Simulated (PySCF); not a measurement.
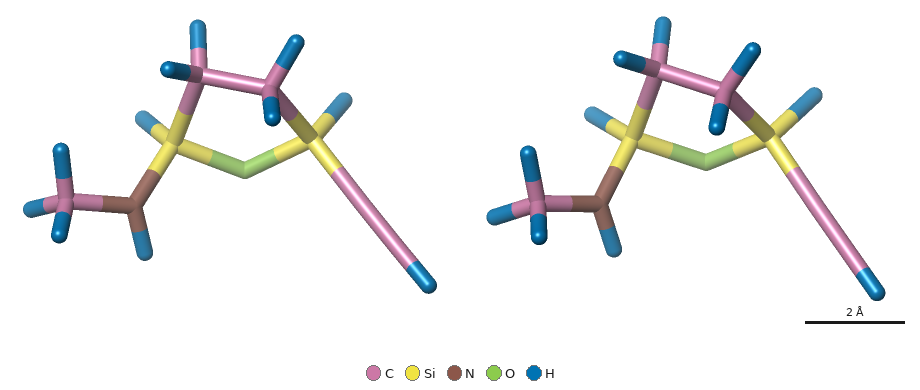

Two geometries of C5H11NOSi2, drawn at one scale. One is the start of a relaxation, the other its converged end. A stick model, seen face on.

The calculation used PBE0-D3(BJ)/def2-SVP geometry optimisation, gas phase in PySCF. 

### Which geometry has the lower energy?

The right one is the relaxed one. The start comes from GFN2-xTB. Its atoms were then displaced at random by about 0.01 Å. The largest move after the best rigid fit is that of an H atom, 0.45 Å. By element the largest moves are H 0.45 Å, O 0.31 Å, C 0.27 Å, Si 0.18 Å, N 0.16 Å. Some distances before and after: O–Si 1.626 → 1.679 Å, C–C 1.169 → 1.217 Å, C–Si 1.934 → 1.893 Å, C–C 1.506 → 1.545 Å. Among the angles between lasting bonds that change: Si–O–Si 120.2° → 114.1°, C–Si–H 113.0° → 108.0°, C–Si–O 97.1° → 100.9°. The energy falls by 0.418 eV in 11 geometry steps. Cost: 4.1 min on 1 thread of Arm Neoverse V1 (shared host).
